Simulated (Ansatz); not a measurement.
## Electronic structure of OSeSi (SMILES [O+]1=[Si-][Se]1) in real space

Input

```
crystal:
  periodic: [false, false, false]
  atoms:
    - {symbol: O, position_ang: [-0.230281, -2.002740, 0.596948]}
    - {symbol: Se, position_ang: [1.198451, -1.622857, 1.935010]}
    - {symbol: Si, position_ang: [1.160974, -2.405704, -0.202702]}
basis:
  gaussian: {orbitals: def2-TZVPD}
output: {forces: true, orbitals: {seedname: orbitals}}
hamiltonian: {xc: pbe0}
```

Launched as:

```sh
ansatz run input.yaml --threads 1 --pin off --max-ram 2610MiB --events-out events.jsonl --progress --plain --runs-dir runs
```

Geometry: PBE0-D3(BJ)/pcseg-1.

Level of theory: Ansatz, isolated molecule in a Gaussian basis; Kohn-Sham density functional theory, functional PBE0.

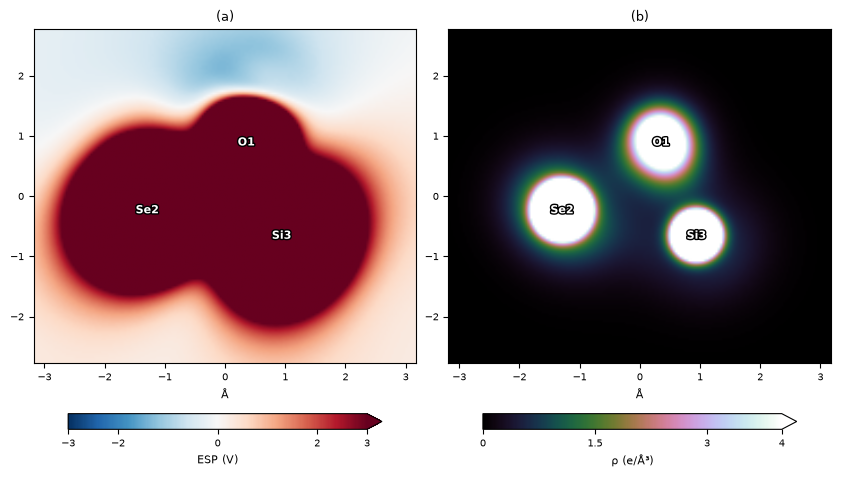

Figure 1. (a) molecular electrostatic potential; (b) electron density on the molecular plane.

> Interpret the plot.

The plane passes through O, Se and Si nuclei. Si–O (1.65 Å): ρ is about 1.2 e/Å³ halfway. Se–O (1.99 Å): ρ is about 0.76 e/Å³ halfway. Si–Se (2.28 Å): ρ at the midpoint is about 0.61 e/Å³, with its minimum of 0.54 e/Å³ about 0.8 Å from Si. Outside the dense part of the molecule the potential is most negative (−1.3 V) near O1.

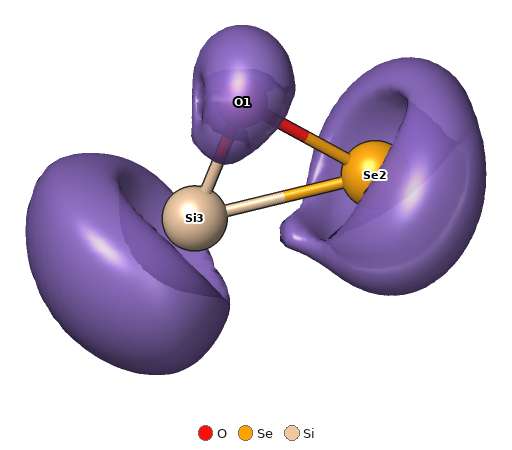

Figure 2. Isosurface of the electron localisation function at 0.8 (purple), seen at a tilt. Only the valence region is drawn (cores and ρ < 0.01 e/Å³ removed).

> Identify the bonds, lone pairs and shells in this picture.

The ELF exceeds this value in one lobe on Si, pointing away from the bonds (lone pairs), one region wrapped around O (its lone pairs, merged into a ring or cap) and one region wrapped around Se (its valence shell). Along the contacts the grid gives the following. Si–O (1.65 Å): the ELF peaks at about 0.85 between the atoms; a shared but strongly polarised pair. Se–O (1.99 Å): the ELF peaks at about 0.75 in the valence shell of O, 0.6 Å from its nucleus, and is about 0.50 at the midpoint.

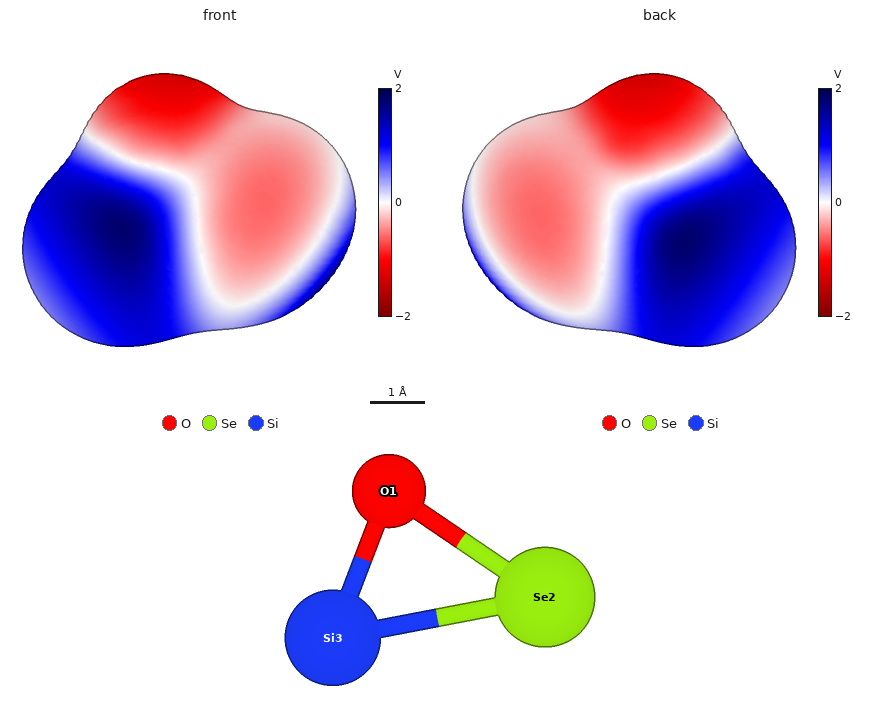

Figure 3. The molecular electrostatic potential painted on the density surface at 0.002 e/bohr³, seen from the front and from behind; red is negative and blue positive. The bare structure is drawn below in the same view.

> Which sites attract a positive test charge, and which a negative one?

A positive charge is drawn to the negative regions and a negative charge to the positive ones. The most negative region (about −1.2 V, or −28 kcal/mol for a unit charge) lies over O1, the most positive (about +1.8 V, or +42 kcal/mol for a unit charge) over Si3. O1 is the likeliest acceptor of a hydrogen bond.

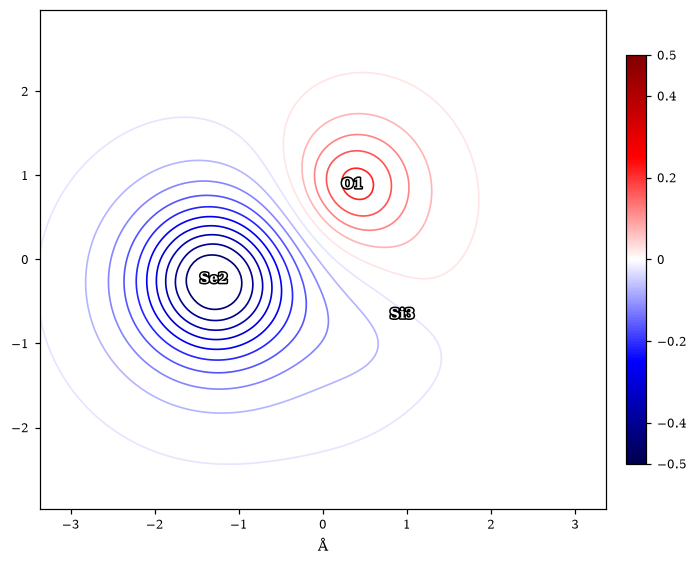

Figure 4. The HOMO on a plane 0.8 Å above the molecular plane (values in Å⁻³ᐟ²; the overall sign is arbitrary).

> Describe this orbital and give its energy.

It lies mainly on Se2 (about 75 %) and O1 (about 15 %); it changes sign across the molecular plane (π type); π-antibonding (a node) across O1–Si3. Its energy is −6.78 eV.
